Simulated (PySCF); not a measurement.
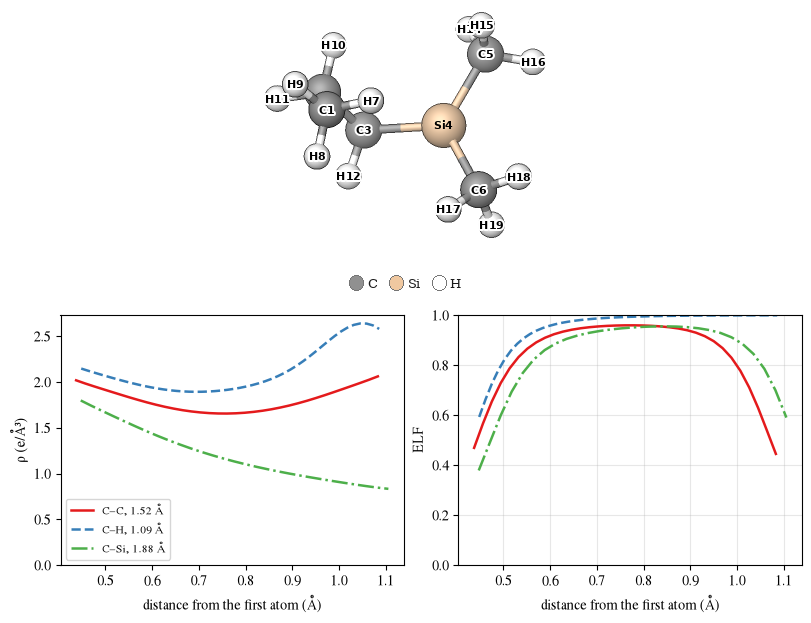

C5H13Si (SMILES CCC[Si+](C)C) (charge +1). Total electron density and ELF along straight lines between neighbouring atoms. The curves leave out the atomic cores. The structure is drawn too.

Geometry: GFN2-xTB.

Method: PBE0/pcSseg-1, SCF density, gas phase, non-relativistic in PySCF.

```yaml
atoms:
  - { symbol: C, position_ang: [2.1499, 0.0941, 0.3328] }
  - { symbol: C, position_ang: [1.4413, -1.2354, 0.1286] }
  - { symbol: C, position_ang: [0.2362, -1.1110, -0.8258] }
  - { symbol: Si, position_ang: [-1.0197, 0.1650, -0.2213] }
  - { symbol: C, position_ang: [-2.0475, -0.2147, 1.3093] }
  - { symbol: C, position_ang: [-1.1358, 1.8387, -1.0743] }
  - { symbol: H, position_ang: [1.5019, 0.8145, 0.8333] }
  - { symbol: H, position_ang: [2.4687, 0.5155, -0.6173] }
  - { symbol: H, position_ang: [3.0326, -0.0424, 0.9506] }
  - { symbol: H, position_ang: [1.1158, -1.6315, 1.0913] }
  - { symbol: H, position_ang: [2.1400, -1.9528, -0.3020] }
  - { symbol: H, position_ang: [0.6077, -0.8371, -1.8186] }
  - { symbol: H, position_ang: [-0.2314, -2.0945, -0.9280] }
  - { symbol: H, position_ang: [-2.2083, -1.2860, 1.4383] }
  - { symbol: H, position_ang: [-1.5521, 0.1451, 2.2115] }
  - { symbol: H, position_ang: [-3.0253, 0.2651, 1.2703] }
  - { symbol: H, position_ang: [-0.1495, 2.2279, -1.3295] }
  - { symbol: H, position_ang: [-1.6357, 2.5809, -0.4518] }
  - { symbol: H, position_ang: [-1.6985, 1.7680, -2.0050] }
```

What kind of bonding do the profiles show?

C–C (1.52 Å): ρ is about 1.7 e/Å³ halfway; the ELF peaks at about 0.95 between the atoms, as expected for a covalent bond.
C–H (1.09 Å): ρ at the midpoint is about 2 e/Å³; the ELF climbs to about 1 towards the hydrogen, as it does in any bond to H; an ordinary covalent bond to hydrogen.
C–Si (1.88 Å): ρ at the midpoint is about 0.96 e/Å³; the ELF peaks at about 0.95 between the atoms, as expected for localised, covalent bonding.
